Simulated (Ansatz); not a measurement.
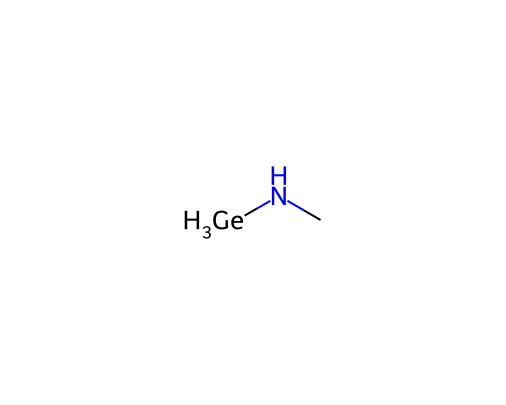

The picture comes from a calculation with Ansatz.

2D structure.

Transcribe the drawing into SMILES.

Answer. C[NH][GeH3]

What is the molecular formula?

Answer. CH7GeN.

An optimisation with PBE0-D4/def2-TZVP gave a structure of which point group?

Answer. C1.
